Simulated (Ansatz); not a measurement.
# BClH2Te: single points with varied inputs

Aim: run BClH2Te under a spread of inputs, and see what each costs and gives.

Computed with Ansatz 0.2.0, Gaussian basis. Level: the settings change from run to run.

## 1. The geometry

The structure was relaxed beforehand with PBE0-D4 in a triple-zeta def2 set. Te takes a core potential in def2 sets; no spin-orbit term is included.

5 atoms, charge 0, spin multiplicity 1.

Atoms are counted from 1 here; the program's logs count them from 0.

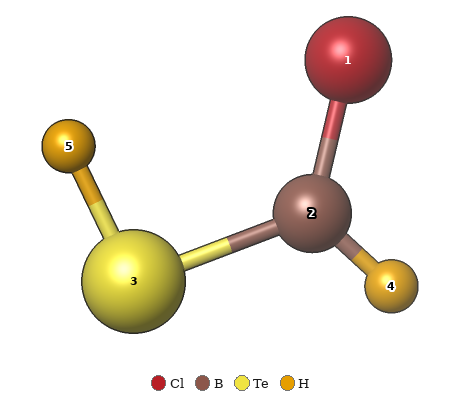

The geometry (chlorine red, boron brown, tellurium yellow, hydrogen amber); atoms are numbered from 1 in the order of the file.

## 2. CAM-B3LYP/x2c-TZVPPall

Set apart from the defaults: charge -1, multiplicity 2, atoms shaken by 0.15 Å, high accuracy.

File in.yaml:

```yaml
crystal:
  periodic: [false, false, false]
  atoms:
    - {symbol: Cl, position_ang: [-1.200401, -0.742981, 1.381984]}
    - {symbol: B, position_ang: [-0.452031, -0.385982, -0.575505]}
    - {symbol: Te, position_ang: [1.106469, 0.581668, -0.632679]}
    - {symbol: H, position_ang: [-1.122952, -0.895634, -1.506795]}
    - {symbol: H, position_ang: [1.655221, 0.880175, 0.532815]}
basis:
  gaussian: {orbitals: x2c-TZVPPall}
total_charge: -1
magnetization: {spin_polarized: true, initial_magnetization: 1}
hamiltonian: {xc: {name: CAM-B3LYP}}
accuracy: high
output: {forces: true}
```

On the command line:

```bash
ansatz run in.yaml --threads 2 --pin off --events-out ev --progress --plain --max-ram 4352MiB
```

The log of the run, shortened:

```text
Functional definition: CAM-B3LYP
  name "CAM-B3LYP"
  cite "Yanai, Tew & Handy, Chem. Phys. Lett. 393, 51 (2004) doi:10.1016/j.cplett.2004.06.011"
  cite "Iikura, Tsuneda, Yanai & Hirao, J. Chem. Phys. 115, 3540 (2001) doi:10.1063/1.1383587"
  cite "Becke, Phys. Rev. A 38, 3098 (1988) doi:10.1103/PhysRevA.38.3098"
  cite "Lee, Yang & Parr, Phys. Rev. B 37, 785 (1988) doi:10.1103/PhysRevB.37.785"
  cite "Vosko, Wilk & Nusair, Can. J. Phys. 58, 1200 (1980) doi:10.1139/p80-159"
[...]
  # Exact exchange under (alpha + beta erf(omega r))/r, Becke's under what is left of 1/r.
[...]
2688 factors; integrals over basis functions are off by at most 5.4e-9 eV
448 factors; integrals over basis functions are off by at most 1.5e-9 eV
[...]
mean field -198150.20924189 eV, -7281.8858786037 hartree, gradient 2.6e-8 eV, S^2 0.756932; 2 other end points of the search recorded, 0 dependent functions left out
[...]
reference -198150.20925874 eV, -7281.8858792228 hartree; 39, 38 occupied and 122, 123 virtual orbitals, 2688 factors
Total energy: -198150.20925874 eV, -7281.8858792228 hartree
Relativity: scalar
Atom 0 at    -1.200401    -0.742981     1.381984 Å, force     0.336152     0.183720    -1.475633 eV/Å
Atom 1 at    -0.452031    -0.385982    -0.575505 Å, force    -8.442431    -5.311339     1.313865 eV/Å
Atom 2 at     1.106469     0.581668    -0.632679 Å, force     2.636434     2.233560   -12.060541 eV/Å
Atom 3 at    -1.122952    -0.895634    -1.506795 Å, force     0.843069     0.569559     1.156647 eV/Å
Atom 4 at     1.655221     0.880175     0.532815 Å, force     4.626776     2.324501    11.065662 eV/Å
Dipole moment:     0.852113     0.497140    -0.180738 e Å
```

It took 37 s on 2 threads of Arm Neoverse V2, shared host; peak memory 1.2 GiB.

Largest force 12.546 eV/Å, ⟨S²⟩ 0.757.

## 3. PBEsol/def2-TZVPP

Set apart from the defaults: multiplicity 3, restricted open-shell orbitals, D4 dispersion, high accuracy.

File in.yaml:

```yaml
crystal:
  periodic: [false, false, false]
  atoms:
    - {symbol: Cl, position_ang: [-1.200782, -0.584486, 1.285918]}
    - {symbol: B, position_ang: [-0.532694, -0.355188, -0.302353]}
    - {symbol: Te, position_ang: [1.291505, 0.655782, -0.685277]}
    - {symbol: H, position_ang: [-1.119113, -0.783801, -1.245302]}
    - {symbol: H, position_ang: [1.610884, 0.994094, 0.905613]}
basis:
  gaussian: {orbitals: def2-TZVPP}
magnetization: {spin_polarized: false, initial_magnetization: 2}
hamiltonian: {xc: {name: PBEsol}, dispersion: d4}
accuracy: high
output: {forces: true}
```

Launched as before.

The log of the run, shortened:

```text
Functional definition: PBEsol
  name "PBEsol"
  cite "Perdew et al., Phys. Rev. Lett. 100, 136406 (2008) doi:10.1103/PhysRevLett.100.136406"
  cite "Perdew, Burke & Ernzerhof, Phys. Rev. Lett. 77, 3865 (1996) doi:10.1103/PhysRevLett.77.3865"
  parent pbesol
[...]
2643 factors; integrals over basis functions are off by at most 3.9e-9 eV
[...]
mean field -20486.77157661 eV, -752.8749690077 hartree, gradient 3.1e-8 eV, S^2 2.000000; 10 other end points of the search recorded, 0 dependent functions left out
[...]
reference -20486.77157994 eV, -752.8749691302 hartree; 25, 23 occupied and 126, 128 virtual orbitals, 2643 factors
Total energy: -20486.81047499 eV, -752.8763984969 hartree
Atom 0 at    -1.200782    -0.584486     1.285918 Å, force    -0.043105     0.046363     0.960368 eV/Å
Atom 1 at    -0.532694    -0.355188    -0.302353 Å, force    -1.081814    -0.782750    -0.570222 eV/Å
Atom 2 at     1.291505     0.655782    -0.685277 Å, force     0.971379     0.449395    -0.283626 eV/Å
Atom 3 at    -1.119113    -0.783801    -1.245302 Å, force     0.043201     0.103193    -0.380755 eV/Å
Atom 4 at     1.610884     0.994094     0.905613 Å, force     0.110340     0.183798     0.274235 eV/Å
Dipole moment:     0.710794     0.374392    -0.155787 e Å
```

Run time: 40 s. Hardware: 2 threads of Arm Neoverse V2, shared host; peak memory 0.62 GiB.

Largest force 1.452 eV/Å, dipole 3.93 D.

## 4. PBE0/def2-mTZVP

Set apart from the defaults: charge +1, multiplicity 2, atoms shaken by 0.15 Å, high accuracy.

File in.yaml:

```yaml
crystal:
  periodic: [false, false, false]
  atoms:
    - {symbol: Cl, position_ang: [-1.016854, -0.550619, 1.320916]}
    - {symbol: B, position_ang: [-0.542647, -0.483409, -0.135950]}
    - {symbol: Te, position_ang: [1.424927, 0.547799, -0.603462]}
    - {symbol: H, position_ang: [-1.110117, -0.950870, -1.075661]}
    - {symbol: H, position_ang: [1.544434, 1.344311, 1.092938]}
basis:
  gaussian: {orbitals: def2-mTZVP}
total_charge: 1
magnetization: {spin_polarized: true, initial_magnetization: 1}
hamiltonian: {xc: {name: PBE0}}
accuracy: high
output: {forces: true}
```

Launched as before.

The log of the run, shortened:

```text
Functional definition: PBE0
  name "PBE0"
  cite "Adamo & Barone, J. Chem. Phys. 110, 6158 (1999) doi:10.1063/1.478522"
  cite "Perdew, Burke & Ernzerhof, Phys. Rev. Lett. 77, 3865 (1996) doi:10.1103/PhysRevLett.77.3865"
  parent pbe
[...]
1712 factors; integrals over basis functions are off by at most 3.6e-9 eV
[...]
mean field -20511.59018991 eV, -753.7870362241 hartree, gradient 3.4e-8 eV, S^2 0.755546; 2 other end points of the search recorded, 0 dependent functions left out
[...]
reference -20511.59019250 eV, -753.7870363193 hartree; 24, 23 occupied and 59, 60 virtual orbitals, 1712 factors
Total energy: -20511.59019250 eV, -753.7870363193 hartree
Atom 0 at    -1.016854    -0.550619     1.320916 Å, force    -2.278175    -0.362951     6.673585 eV/Å
Atom 1 at    -0.542647    -0.483409    -0.135950 Å, force     1.553355     0.006938    -6.344331 eV/Å
Atom 2 at     1.424927     0.547799    -0.603462 Å, force     0.547085     1.093738     1.607465 eV/Å
Atom 3 at    -1.110117    -0.950870    -1.075661 Å, force     0.321201     0.180642     0.003376 eV/Å
Atom 4 at     1.544434     1.344311     1.092938 Å, force    -0.143466    -0.918367    -1.940095 eV/Å
Dipole moment:     0.011225     0.041730     0.020192 e Å
```

Wall time 11 s (2 threads of Arm Neoverse V2, shared host); peak memory 0.38 GiB.

Largest force 7.061 eV/Å, ⟨S²⟩ 0.756.

## 5. B3LYP5/def2-TZVP

Set apart from the defaults: coordinates scaled by 0.92.

File in.yaml:

```yaml
crystal:
  periodic: [false, false, false]
  atoms:
    - {symbol: Cl, position_ang: [-1.104719, -0.537727, 1.183045]}
    - {symbol: B, position_ang: [-0.490079, -0.326773, -0.278165]}
    - {symbol: Te, position_ang: [1.188185, 0.603320, -0.630454]}
    - {symbol: H, position_ang: [-1.029584, -0.721097, -1.145678]}
    - {symbol: H, position_ang: [1.482014, 0.914566, 0.833164]}
basis:
  gaussian: {orbitals: def2-TZVP}
hamiltonian: {xc: {name: B3LYP5}}
output: {forces: true}
```

Same command.

The log of the run, shortened:

```text
Functional definition: B3LYP5
  name "B3LYP5"
  cite "Stephens, Devlin, Chabalowski & Frisch, J. Phys. Chem. 98, 11623 (1994) doi:10.1021/j100096a001"
  cite "Becke, Phys. Rev. A 38, 3098 (1988) doi:10.1103/PhysRevA.38.3098"
  cite "Lee, Yang & Parr, Phys. Rev. B 37, 785 (1988) doi:10.1103/PhysRevB.37.785"
  cite "Vosko, Wilk & Nusair, Can. J. Phys. 58, 1200 (1980) doi:10.1139/p80-159"
[...]
943 factors; their error is unknown
[...]
mean field -20523.64574042 eV, -754.2300695336 hartree, gradient 1.0e-5 eV, S^2 0.000000; 0 other end points of the search recorded, 0 dependent functions left out
[...]
reference -20523.64596111 eV, -754.2300776437 hartree; 24, 24 occupied and 106, 106 virtual orbitals, 943 factors
Total energy: -20523.64596111 eV, -754.2300776437 hartree
Atom 0 at    -1.104719    -0.537727     1.183045 Å, force    -2.251380    -0.822356     4.843826 eV/Å
Atom 1 at    -0.490079    -0.326773    -0.278165 Å, force    -0.033968    -0.175540    -1.604341 eV/Å
Atom 2 at     1.188185     0.603320    -0.630454 Å, force     2.944558     1.312468    -3.899782 eV/Å
Atom 3 at    -1.029584    -0.721097    -1.145678 Å, force    -1.373261    -1.016796    -2.340223 eV/Å
Atom 4 at     1.482014     0.914566     0.833164 Å, force     0.714052     0.702225     3.000520 eV/Å
Dipole moment:     0.089138     0.051863     0.006626 e Å
```

Wall time 2.5 s (2 threads of Arm Neoverse V2, shared host); peak memory 0.25 GiB.

Largest force 5.404 eV/Å, dipole 0.50 D.

## 6. B2GP-PLYP/def2-mTZVPP

Options: a grid of angular degree 23, high accuracy.

File in.yaml:

```yaml
crystal:
  periodic: [false, false, false]
  atoms:
    - {symbol: Cl, position_ang: [-1.200782, -0.584486, 1.285918]}
    - {symbol: B, position_ang: [-0.532694, -0.355188, -0.302353]}
    - {symbol: Te, position_ang: [1.291505, 0.655782, -0.685277]}
    - {symbol: H, position_ang: [-1.119113, -0.783801, -1.245302]}
    - {symbol: H, position_ang: [1.610884, 0.994094, 0.905613]}
basis:
  gaussian: {orbitals: def2-mTZVPP, final_grid: {core_spheres: 8, valence_spheres: 7, degree: 23}}
hamiltonian: {xc: {name: B2GP-PLYP}}
accuracy: high
output: {forces: true}
```

Same command.

The log of the run, shortened:

```text
Functional definition: B2GP-PLYP
  name "B2GP-PLYP"
  cite "Karton, Tarnopolsky, Lamère, Schatz & Martin, J. Phys. Chem. A 112, 12868 (2008) doi:10.1021/jp801805p"
  cite "Becke, Phys. Rev. A 38, 3098 (1988) doi:10.1103/PhysRevA.38.3098"
  cite "Lee, Yang & Parr, Phys. Rev. B 37, 785 (1988) doi:10.1103/PhysRevB.37.785"
[...]
1887 factors; integrals over basis functions are off by at most 3.7e-9 eV
[...]
mean field -20506.10330567 eV, -753.5853969472 hartree, gradient 3.5e-8 eV, S^2 0.000000; 0 other end points of the search recorded, 0 dependent functions left out
10 core orbitals not correlated: weight in the atoms' cores, before any rotation towards them, 1.000 or more for the frozen orbitals, at most 0.000 for the correlated occupied ones
reference -20506.10332182 eV, -753.5853975408 hartree; 14, 14 occupied and 68, 68 virtual orbitals, 1887 factors
second order -12.91720795 eV of doubles, -0.00000000 eV of singles
[...]
Total energy: -20510.75351668 eV, -753.7562890500 hartree
Atom 0 at    -1.200782    -0.584486     1.285918 Å, force    -0.108151    -0.041099     0.217503 eV/Å
Atom 1 at    -0.532694    -0.355188    -0.302353 Å, force    -0.142201    -0.119077    -0.388631 eV/Å
Atom 2 at     1.291505     0.655782    -0.685277 Å, force     0.157267     0.100548     0.105507 eV/Å
Atom 3 at    -1.119113    -0.783801    -1.245302 Å, force     0.116984     0.086920     0.204759 eV/Å
Atom 4 at     1.610884     0.994094     0.905613 Å, force    -0.023899    -0.027291    -0.139138 eV/Å
Dipole moment:     0.133369     0.069377    -0.074548 e Å
```

It took 7 s on 2 threads of Arm Neoverse V2, shared host; peak memory 0.35 GiB.

Largest force 0.431 eV/Å, dipole 0.81 D.

## 7. wB97X-V/def2-TZVPP

Options: atoms shaken by 0.15 Å.

File in.yaml:

```yaml
crystal:
  periodic: [false, false, false]
  atoms:
    - {symbol: Cl, position_ang: [-1.249889, -0.453893, 1.307227]}
    - {symbol: B, position_ang: [-0.476011, -0.597648, -0.393578]}
    - {symbol: Te, position_ang: [1.474139, 0.492068, -0.409107]}
    - {symbol: H, position_ang: [-1.149077, -0.839243, -1.089233]}
    - {symbol: H, position_ang: [1.624912, 1.054835, 0.943733]}
basis:
  gaussian: {orbitals: def2-TZVPP}
hamiltonian: {xc: {name: wB97X-V}}
output: {forces: true}
```

Same command.

The log of the run, shortened:

```text
Functional definition: wB97X-V
  name "wB97X-V"
  cite "Mardirossian & Head-Gordon, Phys. Chem. Chem. Phys. 16, 9904 (2014) doi:10.1039/C3CP54374A"
  cite "Becke, J. Chem. Phys. 107, 8554 (1997) doi:10.1063/1.475007"
  cite "Vydrov & Van Voorhis, J. Chem. Phys. 133, 244103 (2010) doi:10.1063/1.3521275"
[...]
      + integral(e_c_pw_opposite_spin*poly(b97_u_opposite, cos0, cos1)) + vv10(b, c)
1008 factors; their error is unknown
210 factors; integrals over basis functions are off by at most 2.9e-5 eV
[...]
mean field -20522.53955085 eV, -754.1894178169 hartree, gradient 3.6e-5 eV, S^2 0.000000; 0 other end points of the search recorded, 0 dependent functions left out
[...]
reference -20522.53954909 eV, -754.1894177520 hartree; 24, 24 occupied and 127, 127 virtual orbitals, 1008 factors
Total energy: -20522.53954909 eV, -754.1894177520 hartree
Atom 0 at    -1.249889    -0.453893     1.307227 Å, force     0.589931    -0.502611    -1.551536 eV/Å
Atom 1 at    -0.476011    -0.597648    -0.393578 Å, force     5.020700     4.035006     8.340003 eV/Å
Atom 2 at     1.474139     0.492068    -0.409107 Å, force    -1.025574    -2.570422    -5.376109 eV/Å
Atom 3 at    -1.149077    -0.839243    -1.089233 Å, force    -4.494990    -2.360907    -5.867569 eV/Å
Atom 4 at     1.624912     1.054835     0.943733 Å, force    -0.090067     1.398935     4.455211 eV/Å
Dipole moment:     0.116149     0.000542    -0.148433 e Å
```

It took 7 s on 2 threads of Arm Neoverse V2, shared host; peak memory 0.39 GiB.

Largest force 10.538 eV/Å, dipole 0.91 D.

## 8. rPW86-PBE/def2-mTZVPP

Options: the search for lower states set to light.

File in.yaml:

```yaml
crystal:
  periodic: [false, false, false]
  atoms:
    - {symbol: Cl, position_ang: [-1.200782, -0.584486, 1.285918]}
    - {symbol: B, position_ang: [-0.532694, -0.355188, -0.302353]}
    - {symbol: Te, position_ang: [1.291505, 0.655782, -0.685277]}
    - {symbol: H, position_ang: [-1.119113, -0.783801, -1.245302]}
    - {symbol: H, position_ang: [1.610884, 0.994094, 0.905613]}
basis:
  gaussian: {orbitals: def2-mTZVPP}
hamiltonian: {xc: {name: rPW86-PBE}}
scf: {lower_state_search: light}
```

Launched as before.

The log of the run:

```text
Functional definition: rPW86-PBE
  name "rPW86-PBE"
  cite "Murray, Lee & Langreth, J. Chem. Theory Comput. 5, 2754 (2009) doi:10.1021/ct900365q"
  cite "Perdew, Burke & Ernzerhof, Phys. Rev. Lett. 77, 3865 (1996) doi:10.1103/PhysRevLett.77.3865"
  parent pbe
  exchange = rpw86_x
  correlation = pbe_c
912 factors; their error is unknown
mean field evaluation 1: about -20541.3167 eV, gradient 3.5e1 eV
mean field evaluation 2: about -20532.5325 eV, gradient 5.8e1 eV
mean field evaluation 4: about -20545.1768 eV, gradient 3.6e0 eV
mean field evaluation 8: about -20545.2154 eV, gradient 1.5e-1 eV
mean field evaluation 16: about -20545.0854 eV, gradient 6.3e-4 eV
mean field -20545.08540770 eV, -755.0179627738 hartree, gradient 7.7e-5 eV, S^2 0.000000; 0 other end points of the search recorded, 0 dependent functions left out
reference -20545.08550332 eV, -755.0179662878 hartree; 24, 24 occupied and 68, 68 virtual orbitals, 912 factors
Total energy: -20545.08550332 eV, -755.0179662878 hartree
```

Run time: 2.5 s. Hardware: 2 threads of Arm Neoverse V2, shared host.

## 9. r2SCANh/def2-TZVPD

Options: charge -1, multiplicity 2, atoms shaken by 0.03 Å, a grid of angular degree 47, D3(BJ) with three-body dispersion, high accuracy.

File in.yaml:

```yaml
crystal:
  periodic: [false, false, false]
  atoms:
    - {symbol: Cl, position_ang: [-1.200020, -0.519300, 1.277988]}
    - {symbol: B, position_ang: [-0.518075, -0.400289, -0.280517]}
    - {symbol: Te, position_ang: [1.262596, 0.665637, -0.719658]}
    - {symbol: H, position_ang: [-1.097682, -0.779306, -1.189964]}
    - {symbol: H, position_ang: [1.587396, 0.967693, 0.923341]}
basis:
  gaussian: {orbitals: def2-TZVPD, final_grid: {core_spheres: 20, valence_spheres: 16, degree: 47}}
total_charge: -1
magnetization: {spin_polarized: true, initial_magnetization: 1}
hamiltonian: {xc: {name: r2SCANh}, dispersion: d3bjatm}
accuracy: high
```

The command is unchanged.

The log of the run, shortened:

```text
Functional definition: r2SCANh
  name "r2SCANh"
  cite "Bursch, Neugebauer, Ehlert & Grimme, J. Chem. Phys. 156, 134105 (2022) doi:10.1063/5.0086040"
  cite "Furness, Kaplan, Ning, Perdew & Sun, J. Phys. Chem. Lett. 11, 8208 (2020) doi:10.1021/acs.jpclett.0c02405"
  cite "Furness, Kaplan, Ning, Perdew & Sun, J. Phys. Chem. Lett. 11, 9248 (2020) doi:10.1021/acs.jpclett.0c03077"
  parent r2scan
[...]
2732 factors; integrals over basis functions are off by at most 3.4e-9 eV
[...]
mean field -20527.78031809 eV, -754.3820124604 hartree, gradient 5.8e-8 eV, S^2 0.760814; 8 other end points of the search recorded, 0 dependent functions left out
reference -20527.78035036 eV, -754.3820136464 hartree; 25, 24 occupied and 135, 136 virtual orbitals, 2732 factors
Total energy: -20527.81540465 eV, -754.3833018680 hartree
```

Wall time 49 s (2 threads of Arm Neoverse V2, shared host); peak memory 0.98 GiB.

⟨S²⟩ 0.761.

## 10. RPA/def2-TZVP

Options: a grid of angular degree 11, high accuracy.

File in.yaml:

```yaml
crystal:
  periodic: [false, false, false]
  atoms:
    - {symbol: Cl, position_ang: [-1.200782, -0.584486, 1.285918]}
    - {symbol: B, position_ang: [-0.532694, -0.355188, -0.302353]}
    - {symbol: Te, position_ang: [1.291505, 0.655782, -0.685277]}
    - {symbol: H, position_ang: [-1.119113, -0.783801, -1.245302]}
    - {symbol: H, position_ang: [1.610884, 0.994094, 0.905613]}
basis:
  gaussian: {orbitals: def2-TZVP, final_grid: {core_spheres: 5, valence_spheres: 4, degree: 11}}
hamiltonian: {xc: {name: HSE06}}
correlation: {method: rpa}
accuracy: high
```

Same command.

The log of the run, shortened:

```text
Functional definition: HSE06
  name "HSE06"
  cite "Heyd, Scuseria & Ernzerhof, J. Chem. Phys. 118, 8207 (2003) doi:10.1063/1.1564060"
  cite "Krukau, Vydrov, Izmaylov & Scuseria, J. Chem. Phys. 125, 224106 (2006) doi:10.1063/1.2404663"
  cite "Heyd & Scuseria, J. Chem. Phys. 120, 7274 (2004) doi:10.1063/1.1668634"
  cite "Ernzerhof & Perdew, J. Chem. Phys. 109, 3313 (1998) doi:10.1063/1.476928"
  cite "Perdew, Burke & Ernzerhof, Phys. Rev. Lett. 77, 3865 (1996) doi:10.1103/PhysRevLett.77.3865"
  parent pbe
[...]
  # The whole range is PBE's own exchange, as in plane waves. The composition of these papers is wPBEh.
[...]
2351 factors; integrals over basis functions are off by at most 4.0e-9 eV
103 factors; integrals over basis functions are off by at most 1.1e-9 eV
[...]
mean field -20521.48302108 eV, -754.1505910639 hartree, gradient 5.4e-8 eV, S^2 0.000000; 0 other end points of the search recorded, 0 dependent functions left out
10 core orbitals not correlated: weight in the atoms' cores, before any rotation towards them, 1.000 or more for the frozen orbitals, at most 0.000 for the correlated occupied ones
reference -20473.62539093 eV, -752.3918555951 hartree; 14, 14 occupied and 106, 106 virtual orbitals, 2351 factors
Total energy: -20501.20037672 eV, -753.4052176318 hartree
```

It took 11 s on 2 threads of Arm Neoverse V2, shared host; peak memory 0.64 GiB.

## 11. All runs side by side

```tsv
level	charge	multiplicity	geometry	functions	energy (eV)	time
CAM-B3LYP/x2c-TZVPPall	-1	2	shaken	161	-198150.209	37 s
PBEsol/def2-TZVPP	0	3	relaxed	151	-20486.810	40 s
PBE0/def2-mTZVP	1	2	shaken	83	-20511.590	11 s
B3LYP5/def2-TZVP	0	1	scaled	130	-20523.646	2.5 s
B2GP-PLYP/def2-mTZVPP	0	1	relaxed	92	-20510.754	7 s
wB97X-V/def2-TZVPP	0	1	shaken	151	-20522.540	7 s
rPW86-PBE/def2-mTZVPP	0	1	relaxed	92	-20545.086	2.5 s
r2SCANh/def2-TZVPD	-1	2	shaken	160	-20527.815	49 s
RPA/def2-TZVP	0	1	relaxed	130	-20501.200	11 s
```

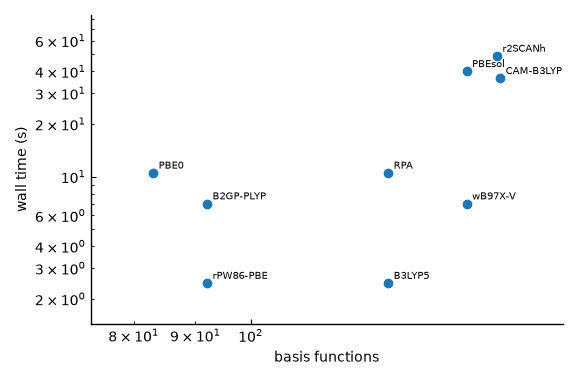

Wall time against the number of basis functions (shared host).

## 12. Outcome

| quantity | value |
| --- | --- |
| runs | 9 |
| quickest | B3LYP5/def2-TZVP, 2.5 s |
| slowest | r2SCANh/def2-TZVPD, 49 s |
| spread of total energies, same state and geometry | 43.9 eV |

In words: r2SCANh/def2-TZVPD took 20 times as long as B3LYP5/def2-TZVP. The jobs differ in tasks and options as well as level. Total energies at one charge and spin differ by 44 eV between levels, so only differences within one level mean anything. At the PBE0-D4/def2-TZVP geometry and in the same state, runs without warnings or point charges leave forces up to 0.43 eV/Å (B2GP-PLYP/def2-mTZVPP), against 10.5 eV/Å where the atoms were moved.
